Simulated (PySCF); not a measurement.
**C6H10ClPSi2 (SMILES Cl[SiH2]P[SiH2]c1ccccc1): density, localisation and related maps**

```xyz
20

Cl   -4.5918    0.0294    1.9051
Si   -2.9608    0.2286    0.7467
P    -2.0898   -1.8015    0.4184
Si   -0.7244   -1.3541   -1.3005
C     0.6636   -0.2989   -0.5869
C     0.9076    0.9981   -1.0258
C     1.9226    1.7579   -0.4722
C     2.7154    1.2286    0.5320
C     2.4840   -0.0604    0.9832
C     1.4650   -0.8126    0.4289
H    -3.3886    0.9256   -0.4684
H    -1.9659    1.0325    1.4524
H    -3.1327   -2.2793   -0.3513
H    -0.2251   -2.6495   -1.7732
H    -1.3701   -0.6407   -2.4104
H     0.2944    1.4167   -1.8112
H     2.0979    2.7639   -0.8253
H     3.5114    1.8190    0.9618
H     3.0996   -0.4765    1.7676
H     1.2824   -1.8161    0.7885
```

Geometry: GFN2-xTB.

Computed with PBE0/pcSseg-1, SCF density, gas phase, non-relativistic in PySCF.

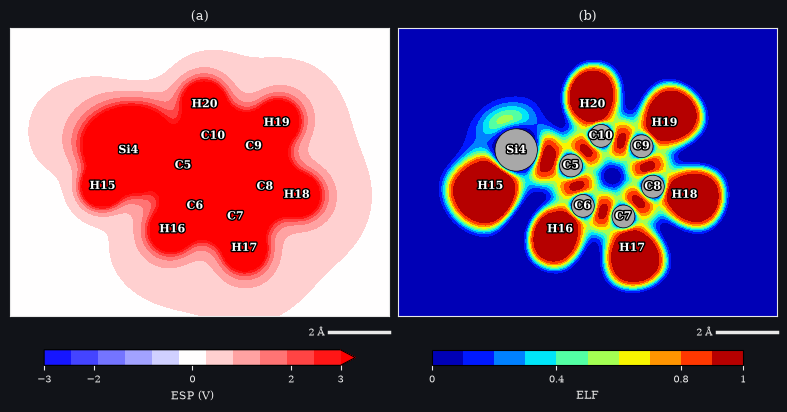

Figure 1. (a) electrostatic potential; (b) electron localisation function on the plane of atoms C9, C10 and H20. Grey discs cover the atomic cores in the ELF map.

### What does the map show?

The plane passes through Si, C and H nuclei. C–C (1.38 Å): the ELF peaks at about 0.95 between the atoms: localised, covalent bonding. C–Si (1.88 Å): the ELF peaks at about 0.95 between the atoms, as expected for a covalent bond. C–H (1.08 Å): the ELF climbs to about 1 towards the hydrogen, as it does in any bond to H (a covalent bond by its length). Si–H (1.47 Å): the ELF climbs to about 1 towards the hydrogen. The potential has no marked negative region in this plane.

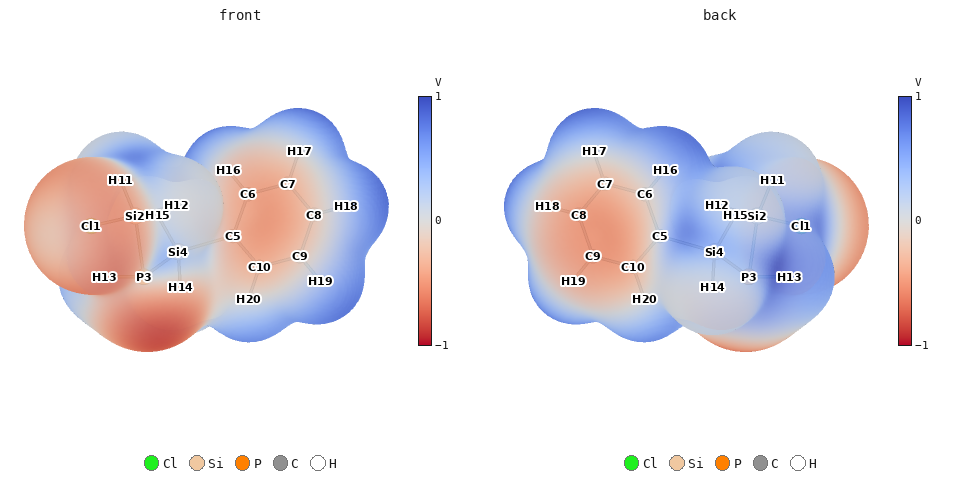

Figure 2. The molecular electrostatic potential painted on the density surface at 0.001 e/bohr³, seen from the front and from behind; red is negative and blue positive.

### Where is the surface potential most negative and most positive?

The most negative region (about −0.8 V, or −18 kcal/mol for a unit charge) lies over P3, the most positive (about +0.8 V, or +18 kcal/mol for a unit charge) over Si2, Si4, H17 and H18.

### What dipole moment does the calculation give?

Its dipole moment is 2.44 D.
